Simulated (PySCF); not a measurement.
C8H11S, charge +1, SMILES `c1ccc([S+](C)C)cc1`.

Level of theory: BHandHLYP/6-31G* (PySCF), at a geometry from GFN2-xTB. No frequency check shows the geometry to be a minimum. GFN2-xTB bond lengths at metals and heavier atoms can be off by up to 0.1 Å and shapes distorted, which carries into these values. Without diffuse functions Rydberg states are missing, so the states' numbers hold for this basis only.

Input script:

```python
import numpy as np
from pyscf import gto, scf, dft, tdscf
from pyscf.scf import atom_ks, atom_hf
from scipy.linalg import block_diag

def solve(mol, dm0=None, hcore=None):
    mf = (dft.UKS if mol.spin else dft.RKS)(mol, xc='bhandhlyp')
    mf.grids.level = 3
    mf = mf.density_fit(auxbasis='def2-universal-jkfit')
    mf.conv_tol, mf.max_cycle = 1e-8, 80
    if hcore is not None:
        mf.get_hcore = lambda *args: hcore
    mf.kernel(dm0)
    if not mf.converged:
        mf = mf.newton().run(mf.mo_coeff, mf.mo_occ, max_cycle=30)
    assert mf.converged, 'SCF not converged'
    return mf

mol = gto.M(atom='''
C     -2.89616     0.27094     0.00010
C     -2.00817     1.33597     0.00003
C     -0.64248     1.10844     0.00036
C     -0.18342    -0.19917     0.00036
S      1.57446    -0.60861     0.00019
C      2.19065     0.37786    -1.39028
C      2.19121     0.37776     1.38962
C     -1.06068    -1.27406    -0.00020
C     -2.42426    -1.03207     0.00001
H     -3.95805     0.45931    -0.00017
H     -2.37572     2.34994    -0.00101
H      0.03366     1.94964     0.00121
H      1.89516     1.41742    -1.29398
H      1.78162    -0.04330    -2.30445
H      3.27345     0.29096    -1.40846
H      3.27402     0.29085     1.40734
H      1.89568     1.41732     1.29351
H      1.78255    -0.04347     2.30391
H     -0.68057    -2.28351    -0.00089
H     -3.11323    -1.86148    -0.00009
''', basis='6-31g*', charge=1, spin=0, verbose=4)
mf = solve(mol)
td = mf.TDDFT()
td.nstates, td.singlet, td.conv_tol = 6, True, 1e-5
td.kernel()
td.analyze()
x, y = np.array([p[0] for p in td.xy]), np.array([p[1] + 0 * p[0] for p in td.xy])
f, mu = td.oscillator_strength(), td.transition_dipole()
nto = [td.get_nto(state=i + 1, verbose=4) for i in range(len(td.e))]
# spherically averaged free atoms, for the promolecule
atm = atom_ks.get_atm_nrks(mol, xc='bhandhlyp')
pro = block_diag(*[(atm[a[0]][2] * atm[a[0]][3]) @ atm[a[0]][2].T for a in mol._atom])
np.savez('result.npz', e=td.e, f=f, ok=td.converged, w=[n[0] for n in nto], nto=[n[1] for n in nto], x=x, y=y, c=mf.mo_coeff, occ=mf.mo_occ, eps=mf.mo_energy, pro=pro, mu=mu)
```

Run with:

```sh
OMP_NUM_THREADS=1 python input.py
```

The run took 17 min on 1 thread of Intel(R) Xeon(R) Platinum 8259CL CPU @ 2.50GHz (Skylake/Cascade Lake), with other jobs on the host, peak memory 1.1 GiB.

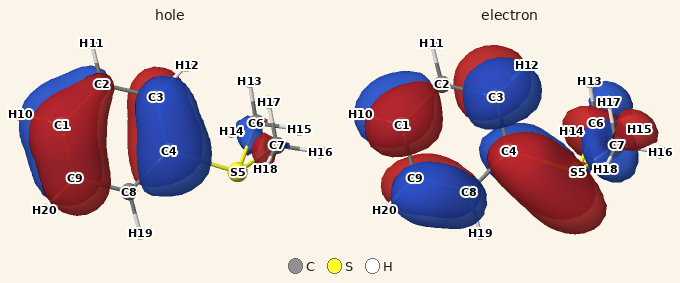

Leading natural transition orbital pair of S₂ (full linear response singlet states); the surfaces enclose about 78 % of each orbital's density.

Q: Give its energy and the atoms that hole and electron lie on.

A: 6.01 eV (206 nm), f = 0.094; the leading pair carries 80 %; hole on C1 (21 %), C4 (20 %) and C9 (17 %), electron on S5 (15 %), C3 (14 %) and C1 (13 %) (shares are of the whole state, not of the leading pair alone); their centroids lie 0.8 Å apart. In canonical orbitals it is mainly HOMO−1 → LUMO (72 %). The HOMO–LUMO gap is 8.18 eV.
